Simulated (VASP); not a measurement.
# HfGe with AM05: from relaxation to properties, part 4 of 5

Aim: relax HfGe, then compute properties on the relaxed cell. The cell is invented: it takes the structure of a Materials Project entry for HfTi (space group 187 there), with some of its atoms replaced by other elements, volume scaled by an estimate. It may not be a known or stable phase.

VASP 6.6.1, plane waves and PAW; the level of theory is named at each step.

Still holding for the runs below: The k-mesh is coarse for a metal. Spin-orbit coupling is off here; with elements this heavy it splits and shifts levels by tenths of an eV or more.

So far. Step 5 (Band structure (AM05)): There is no gap at this level. Step 6 (Total and projected DOS (AM05)): The finer mesh and the other smearing move the Fermi level by +0.00 eV from the 8×8×5 run, a small shift, which tests the Fermi level alone. Of the states within 0.3 eV of the Fermi level, the largest shares in the PAW spheres are Hf d 44 %, Ge p 9 % and Hf p 9 %. The rest lies in smaller channels or between the spheres.

**7. Band structure (TB-mBJ)**

This step: TB-mBJ; plane waves and PAW (Hf_pv, Ge_d); invented cell (VASP 6.6.1).

The mesh alone shows little of the dispersion and can miss band extrema, so KPOINTS_OPT adds a path through the symmetry points after the self-consistent cycle. TB-mBJ is a local potential fitted to gaps: it costs far less than a hybrid but gives no energy.

INCAR reads:

```
SYSTEM = HfGe
PREC = Accurate
ENCUT = 410
EDIFF = 1E-06
NELM = 150
ISMEAR = 0
SIGMA = 0.05
LREAL = .FALSE.
ALGO = Normal
METAGGA = MBJ
LASPH = .TRUE.
NBANDS = 24
LORBIT = 11
LWAVE = .FALSE.
LCHARG = .FALSE.
```

POSCAR reads:

```
HfGe
1.0
    3.0920318168     -0.0000000107      0.0000000000
   -1.5460164272      2.6777780606      0.0000000000
    0.0000000000      0.0000000000      4.4284952924
Hf Ge
1 1
Direct
    0.6666666700      0.3333333300      0.5000000000
    0.3333333300      0.6666666700      0.0000000000
```

KPOINTS reads:

```
Automatic mesh
0
Gamma
8 8 5
0 0 0
```

KPOINTS_OPT reads:

```
Line mode
16
Line-mode
Reciprocal
  0.00000000   0.00000000   0.00000000 GAMMA
  0.50000000   0.00000000   0.00000000 M

  0.50000000   0.00000000   0.00000000 M
  0.33333333   0.33333333   0.00000000 K

  0.33333333   0.33333333   0.00000000 K
  0.00000000   0.00000000   0.00000000 GAMMA

  0.00000000   0.00000000   0.00000000 GAMMA
  0.00000000   0.00000000   0.50000000 A

  0.00000000   0.00000000   0.50000000 A
  0.50000000   0.00000000   0.50000000 L

  0.50000000   0.00000000   0.50000000 L
  0.33333333   0.33333333   0.50000000 H

  0.33333333   0.33333333   0.50000000 H
  0.00000000   0.00000000   0.50000000 A

  0.50000000   0.00000000   0.50000000 L
  0.50000000   0.00000000   0.00000000 M

  0.33333333   0.33333333   0.00000000 K
  0.33333333   0.33333333   0.50000000 H
```

The projector-augmented-wave data sets are Hf_pv and Ge_d (PBE family, release 64).

Launch:

```sh
mpirun -np 1 vasp_std
```

The program printed:

```text
[banner, memory and clock lines left out]
running    1 mpi-ranks, on    1 nodes
 distrk:  each k-point on    1 cores,    1 groups
 distr:  one band on    1 cores,    1 groups

 POSCAR found type information on POSCAR HfGe
 POSCAR found :  2 types and       2 ions
 [... a notice as in an earlier step ...]

 LDA part: xc-table for (None), standard interpolation
 POSCAR, INCAR and KPOINTS ok, starting setup
 FFT: planning ... GRIDC
 FFT: planning ... GRID_SOFT
 FFT: planning ... GRID
 WAVECAR not read
 entering main loop
       N       E                     dE             d eps       ncg     rms          rms(c)
DAV:   1     0.102108202851E+04    0.10211E+04   -0.10080E+04  1832   0.193E+03
DAV:   2     0.888018472427E+03   -0.13306E+03   -0.12499E+03  1616   0.453E+02
DAV:   3     0.874295680631E+03   -0.13723E+02   -0.13648E+02  1736   0.762E+01
DAV:   4     0.874052982951E+03   -0.24270E+00   -0.24265E+00  1560   0.106E+01
DAV:   5     0.874049930206E+03   -0.30527E-02   -0.30527E-02  1736   0.136E+00    0.569E+01
DAV:   6     0.875203133537E+03    0.11532E+01   -0.12736E+01  1888   0.250E+01    0.200E+01
DAV:   7     0.874388898328E+03   -0.81424E+00   -0.15074E+01  2160   0.201E+01    0.232E+01
DAV:   8     0.874892581387E+03    0.50368E+00   -0.50423E+00  1624   0.680E+00    0.549E+00
DAV:   9     0.874754378601E+03   -0.13820E+00   -0.17713E+00  1656   0.469E+00    0.443E+00
DAV:  10     0.875057417686E+03    0.30304E+00   -0.12297E+00  1720   0.310E+00    0.338E-01
DAV:  11     0.875024374301E+03   -0.33043E-01   -0.41451E-01  1576   0.171E+00    0.144E+00
DAV:  12     0.875062187695E+03    0.37813E-01   -0.17355E-01  1624   0.118E+00    0.380E-01
DAV:  13     0.875043688970E+03   -0.18499E-01   -0.45579E-02  1560   0.570E-01    0.792E-01
DAV:  14     0.875041368125E+03   -0.23208E-02   -0.17388E-02  1616   0.384E-01    0.212E-01
DAV:  15     0.875034520712E+03   -0.68474E-02   -0.17843E-03  1848   0.194E-01    0.217E-01
DAV:  16     0.875028259958E+03   -0.62608E-02   -0.76410E-04  1720   0.803E-02    0.503E-02
DAV:  17     0.875030012926E+03    0.17530E-02   -0.56665E-04  1608   0.682E-02    0.871E-02
DAV:  18     0.875029364316E+03   -0.64861E-03   -0.33873E-04  1632   0.529E-02    0.652E-03
DAV:  19     0.875029401781E+03    0.37465E-04   -0.10228E-04  1608   0.270E-02    0.375E-02
DAV:  20     0.875029439877E+03    0.38096E-04   -0.44181E-05  1368   0.166E-02    0.943E-03
DAV:  21     0.875029412410E+03   -0.27466E-04   -0.94714E-06  1336   0.935E-03    0.175E-02
DAV:  22     0.875029368721E+03   -0.43689E-04   -0.48989E-06  1352   0.632E-03    0.813E-03
DAV:  23     0.875029319921E+03   -0.48800E-04   -0.60820E-07   888   0.279E-03    0.874E-03
DAV:  24     0.875029298813E+03   -0.21108E-04   -0.25505E-07   776   0.191E-03    0.680E-03
DAV:  25     0.875029273816E+03   -0.24997E-04   -0.29644E-08   744   0.938E-04    0.605E-03
DAV:  26     0.875029236848E+03   -0.36968E-04   -0.11809E-07   744   0.119E-03    0.432E-03
DAV:  27     0.875029219825E+03   -0.17023E-04   -0.25425E-08   744   0.752E-04    0.356E-03
DAV:  28     0.875029192416E+03   -0.27409E-04   -0.69814E-08   768   0.863E-04    0.237E-03
DAV:  29     0.875029174736E+03   -0.17680E-04   -0.33239E-08   760   0.718E-04    0.153E-03
DAV:  30     0.875029161177E+03   -0.13559E-04   -0.22399E-08   720   0.532E-04    0.763E-04
DAV:  31     0.875029143623E+03   -0.17555E-04   -0.30722E-08   720   0.588E-04    0.141E-04
DAV:  32     0.875029139373E+03   -0.42495E-05   -0.68910E-09   720   0.367E-04    0.397E-04
DAV:  33     0.875029137131E+03   -0.22425E-05   -0.10864E-09   720   0.198E-04    0.514E-04
DAV:  34     0.875029138029E+03    0.89844E-06   -0.27760E-10   720   0.974E-05
   1 F= 0.87502914E+03 E0= 0.87502947E+03  d E =-.655611E-03
 Start KPOINTS_OPT (optional k-point list driver)
k-point batch [1-30\144]
       N       E                     dE             ncg
DAV:   1    -0.461319342687E+04   -0.23585E+05     1808
DAV:   2    -0.878212832936E+04   -0.41689E+04     1632
DAV:   3    -0.923018682151E+04   -0.44806E+03     1712
DAV:   4    -0.923934185412E+04   -0.91550E+01     1560
DAV:   5    -0.923946381263E+04   -0.12196E+00     1664
DAV:   6    -0.923946698113E+04   -0.31685E-02     1640
DAV:   7    -0.923946708745E+04   -0.10632E-03     1696
DAV:   8    -0.923946709102E+04   -0.35701E-05     1344
DAV:   9    -0.923946709125E+04   -0.23267E-06      952
[...]
k-point batch [121-144\144]
       N       E                     dE             ncg
DAV:   1     0.162924924264E+04   -0.25870E+05     1480
DAV:   2    -0.169848021273E+04   -0.33277E+04     1352
DAV:   3    -0.206819060034E+04   -0.36971E+03     1288
DAV:   4    -0.207670508342E+04   -0.85145E+01     1328
DAV:   5    -0.207683081857E+04   -0.12574E+00     1320
DAV:   6    -0.207683408495E+04   -0.32664E-02     1360
DAV:   7    -0.207683419418E+04   -0.10923E-03     1328
DAV:   8    -0.207683419819E+04   -0.40122E-05     1208
DAV:   9    -0.207683419839E+04   -0.20135E-06      840
```

Elapsed: 95 s, on 1 MPI rank of AMD EPYC 7R43, shared host; peak memory 0.13 GiB.

OUTCAR, selected parts (step 7):

```text
   NELECT =      24.0000    total number of electrons

 E-fermi :   6.5403

 k-point     1 :       0.0000    0.0000    0.0000
  band No.  band energies     occupation
    ...
      7     -18.4515      2.00000
      8     -18.4514      2.00000
      9      -5.2493      2.00000
     10       3.2823      2.00000
     11       4.2897      2.00000
     12       7.9719      0.00000
     13       7.9720      0.00000
     14      10.9034      0.00000
     15      10.9035      0.00000
     16      12.7385      0.00000
    ...

  Total      -97.1953115    -97.1953081    -99.1020361      0.0000192      0.0000000      0.0000000
  in kB    -4246.9894168  -4246.9892664  -4330.3045400      0.0008375      0.0000000      0.0000000
  external PRESSURE =   -4274.7610744 kB  Pullay stress =       0.0000000 kB

 POSITION                                       TOTAL-FORCE (eV/Angst)
 -----------------------------------------------------------------------------------
      1.54602      0.89259      2.21425         0.000000     -0.000000      0.000000
     -0.00000      1.78519      0.00000        -0.000000      0.000000      0.000000
 -----------------------------------------------------------------------------------
    total drift:                                0.000014     -0.000007     -0.000000

  FREE ENERGIE OF THE ION-ELECTRON SYSTEM (eV)
  ---------------------------------------------------
  free  energy   TOTEN  =       875.0291380294 eV

  energy  without entropy=      875.0297936406  energy(sigma->0) =      875.02946584

[... 8 parts as in an earlier step ...]

[... 9 further parts left out ...]
```

This functional is a potential without an energy, so its energies, forces and stress mean nothing and are not read.

Numbers from this step:

```
SCF cycles           : 34
irreducible k-points : 30
Fermi energy         : 6.540 eV
```

Electronic bands along the path, in eV, zero at the Fermi level; # counts the bands kept, so #1 is VASP's band 9:

```tsv
point	#1	#2	#3	#4	#5	#6	#7	#8
Γ	-11.79	-3.26	-2.25	1.43	1.43	4.36	4.36	6.20
M	-7.58	-5.19	-2.96	-1.57	3.11	3.39	4.29	5.21
K	-6.66	-3.98	-2.99	-2.32	0.08	1.97	2.19	5.90
Γ	-11.79	-3.26	-2.25	1.43	1.43	4.36	4.36	6.20
A	-10.59	-6.81	-0.23	1.79	1.79	3.47	3.47	7.64
L	-7.79	-4.23	-3.35	-0.17	0.88	1.77	3.89	6.89
H	-7.09	-3.78	-2.20	-2.13	0.07	1.90	4.59	5.25
A	-10.59	-6.81	-0.23	1.79	1.79	3.47	3.47	7.64
jump to L	-7.79	-4.23	-3.35	-0.17	0.88	1.77	3.89	6.89
M	-7.58	-5.19	-2.96	-1.57	3.11	3.39	4.29	5.21
jump to K	-6.66	-3.98	-2.99	-2.32	0.08	1.97	2.19	5.90
H	-7.09	-3.78	-2.20	-2.13	0.07	1.90	4.59	5.25
```

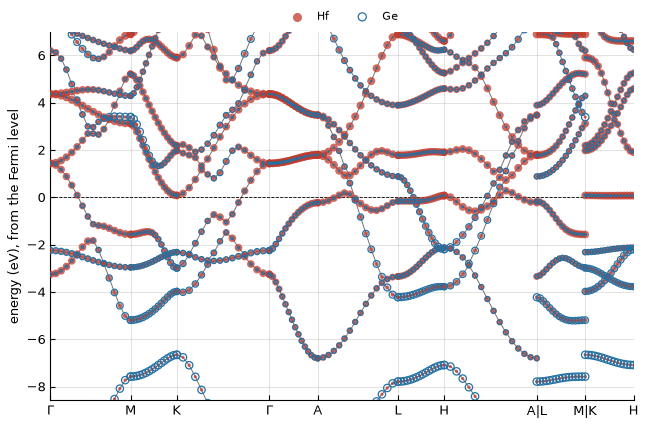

Electronic bands along the path; dots are coloured as in the legend, and their area grows with the weight.

There is no gap at this level.

[end of part 4 of 5]

[Lines on the potential files, build, host, timing and source positions are cut from VASP's logs without a mark.]

[Logs are printed without paths, hosts, clocks, repeated set-up lines and the standing remarks that a program may print on its own settings, such as how far it seeks lower states.]

[Hosts, paths, dates, database ids (printed as entryN), source tags and the programs' standing remarks are cut or masked in the printed files.]

[A measured line is paired with the nearest computed mode of its activity, which favours agreement.]
